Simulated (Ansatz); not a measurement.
# AlNi (Cmmm): fixed-spin-moment curve, by script

The task is a fixed-spin-moment curve, for AlNi (Cmmm).

All numbers are computed with the Python package of Ansatz 0.2.0. Level of theory: DFT LDA, plane waves, PAW.

### Step 1. Starting point

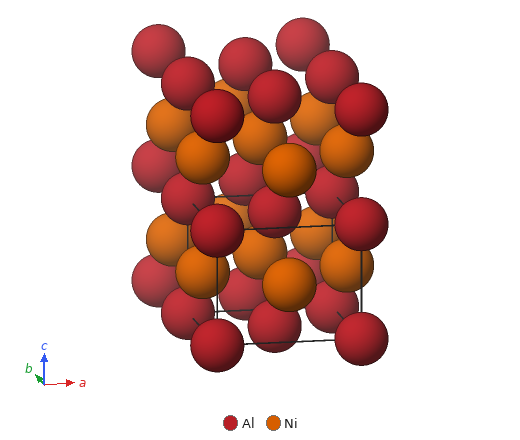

The structure that the script starts from, seen slightly off an axis (aluminium red, nickel orange). 1×2×2 cells are drawn. The cell is the conventional one. Atoms on cell faces are repeated.

The script holds or builds the structure itself.

### Step 2. Script

The input, fsm_alni.py:

```python
"""Energy of AlNi against a locked total moment."""

import ansatz as az
from pymatgen.core import Lattice, Structure
from pymatgen.io.ase import AseAtomsAdaptor

pmg_structure = Structure(
    Lattice([(1.93869, -1.95319, 0.0), (1.93869, 1.95319, 0.0), (0.0, 0.0, 3.09943)]),
    ["Al", "Ni"],
    [
        (0.0, 0.0, 0.0),
        (0.5, 0.5, 0.5),
    ],
)
xtal = az.Crystal.from_ase(AseAtomsAdaptor.get_atoms(pmg_structure))

calc = (
    xtal.calculation()
    .functional("lda")
    .kpoints(density=4.5)
    .occupations("fermi_dirac")
)
# a hard lock holds the total moment, with one Fermi level a spin
rows = []
for total in [0.0, 0.4, 0.7, 1.1, 1.4, 1.8]:
    rep = calc.spin("collinear", total=total, lock="hard").run(threads=1).report
    up, down = rep["spin_fermi_energies_ev"]
    rows.append((total, rep["free_energy_ev"], up - down, rep["absolute_magnetization_mub"]))
reference = rows[0][1]
rows = [(m, 1000 * (e - reference), split, size) for m, e, split, size in rows]
for row in rows:
    print("; ".join(f"{name} = {round(v, 4) if isinstance(v, float) else v}" for name, v in zip(["total muB", "F - F(0) meV", "EF up - down eV", "absolute muB"], row)))
best = min(rows, key=lambda row: row[1])
print(f"lowest at {best[0]} muB per cell, {best[1]:.1f} meV against the first point")
```

### Step 3. Launch

Launch:

```console
python fsm_alni.py
```

What it wrote:

```text
DeckWarning: basis.ecutwfc = 420 eV, auto-derived from the records' recommended cutoffs: set by Al (normal level)
RunWarning: this spin-polarised run has no starting moment large enough to seed its density, and nothing else in its deck makes the two spin channels differ, so an SCF from that start keeps the magnetisation at zero until it first converges, unless a state found ahead of a linear-response series gives it moments [...]
total muB = 0.0; F - F(0) meV = 0.0; EF up - down eV = 0.0; absolute muB = 0.0
total muB = 0.4; F - F(0) meV = 66.2948; EF up - down eV = 0.6993; absolute muB = 0.4
total muB = 0.7; F - F(0) meV = 237.9569; EF up - down eV = 1.5704; absolute muB = 0.7
total muB = 1.1; F - F(0) meV = 674.8948; EF up - down eV = 2.7824; absolute muB = 1.1
total muB = 1.4; F - F(0) meV = 1140.4935; EF up - down eV = 3.3912; absolute muB = 1.4
total muB = 1.8; F - F(0) meV = 1888.0698; EF up - down eV = 4.0825; absolute muB = 1.8
lowest at 0.0 muB per cell, 0.0 meV against the first point
```

(Warnings from the package without file and line, shortened.)

Run time: 76 s. Hardware: 1 thread of Arm Neoverse V1, shared host; peak memory 0.55 GiB.

### Step 4. The engine's runs

The 6 runs, in the order started:

| run | total moment held (μB) | energy from run 1 (meV/atom) | moment (μB/cell) | SCF cycles | CPU time (s) |
| --- | --- | --- | --- | --- | --- |
| 1 | 0.0 | 0.00 | 0.00 | 8 | 15 |
| 2 | 0.4 | 33.15 | 0.40 | 11 | 12 |
| 3 | 0.7 | 118.98 | 0.70 | 11 | 12 |
| 4 | 1.1 | 337.45 | 1.10 | 11 | 12 |
| 5 | 1.4 | 570.25 | 1.40 | 11 | 12 |
| 6 | 1.8 | 944.03 | 1.80 | 10 | 11 |

Energies are free energies F = E - TS of the smeared occupations. 

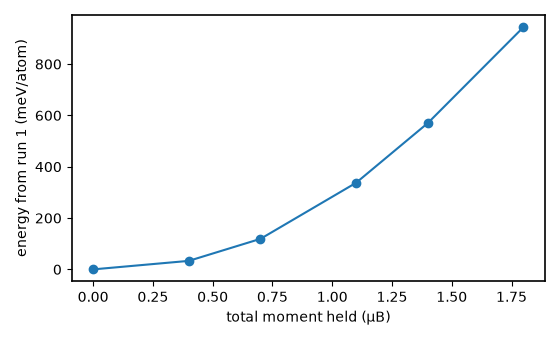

Energy against total moment held; lines join the points.

### Step 5. Outcome

```
                            quantity            value
                       runs compared                6
                     range of energy  944.03 meV/atom
lowest point, total moment held (μB)              0.0
```

The lowest point lies at 0 μB a cell, the first of the scan; at 1.8 μB the energy is 1888 meV above the lowest. Reading the output:
- For a metal this k-point mesh is coarse: on a finer one energies can move by several to tens of meV an atom and pressures by half a GPa or more, differences at one mesh by less.
- Within a few hundredths of an angstrom the cell has the higher group P4/mmm; the lower one is a small distortion.
- This cell is a computed structure, which may not be the phase found in nature.
- Only points where the Fermi levels of the two spins meet (minima, maxima and zero moment) are free solutions; a shallow minimum can lie between the points.
